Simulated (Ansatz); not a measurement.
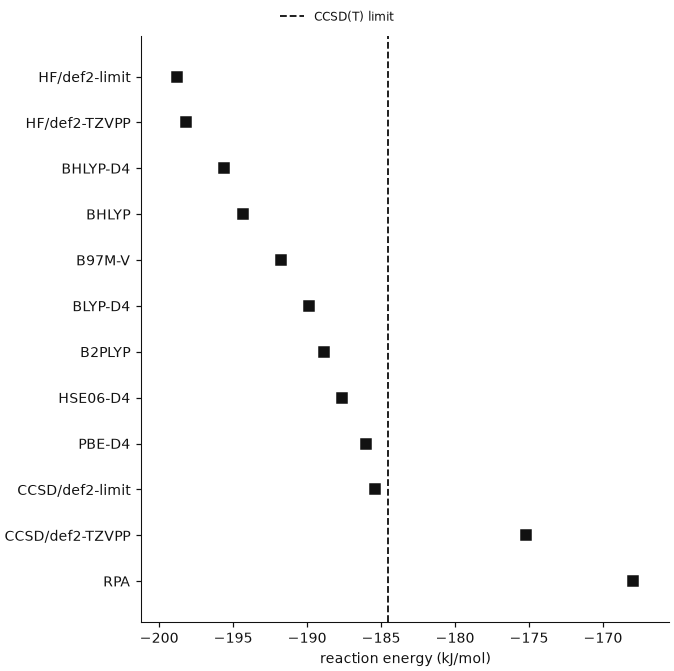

Electronic reaction energy of CH₄OSn ([CH3][Sn][OH]) [singlet] + HBr (Br) → SnHOBr ([OH][Sn][Br]) [singlet] + CH₄ (C) (SMILES in brackets) at several levels (functionals in def2-TZVPP unless a basis is named), isolated molecules at PBE0-D4 triple-zeta geometries, minima by their frequencies, no zero-point or thermal terms, the Ansatz code. The line is frozen-core CCSD(T) at the basis limit (MP2 extrapolated from triple and quadruple zeta, plus CCSD(T) less MP2 in a smaller set). B2PLYP and RPA hold a correlation term that converges slowly with the basis, so part of the distance to the limit is basis error. No dispersion term is added to BHLYP and B2PLYP. The distance of CCSD/def2-TZVPP to the limit includes basis error. Core potentials past Kr. The limit lies 10.2 kJ/mol from CCSD(T)/def2-TZVPP, so the line itself is uncertain by a part of that.

Which level comes closest to the line (CCSD(T) limit), and which misses most?

Answer. Closest CCSD/def2-limit (−185.4 kJ/mol), against −184.5 kJ/mol; farthest RPA (−168.0 kJ/mol).

Give the values.

Answer.
| level | kJ/mol | less CCSD(T) limit |
| --- | --- | --- |
| HF/def2-limit | −198.8 | −14.2 |
| HF/def2-TZVPP | −198.2 | −13.7 |
| BHLYP-D4 | −195.6 | −11.1 |
| BHLYP | −194.3 | −9.8 |
| B97M-V | −191.7 | −7.2 |
| BLYP-D4 | −189.9 | −5.4 |
| B2PLYP | −188.9 | −4.4 |
| HSE06-D4 | −187.7 | −3.1 |
| PBE-D4 | −186.0 | −1.5 |
| CCSD/def2-limit | −185.4 | −0.9 |
| CCSD/def2-TZVPP | −175.2 | 9.3 |
| RPA | −168.0 | 16.5 |
| CCSD(T) limit | −184.5 | 0.0 |

Known limits of this run: no scalar relativity up to krypton; outer-core shells are correlated without core-valence functions, which makes the correlated values less sure; spin-orbit coupling is left out, and with Sn it can shift these values.
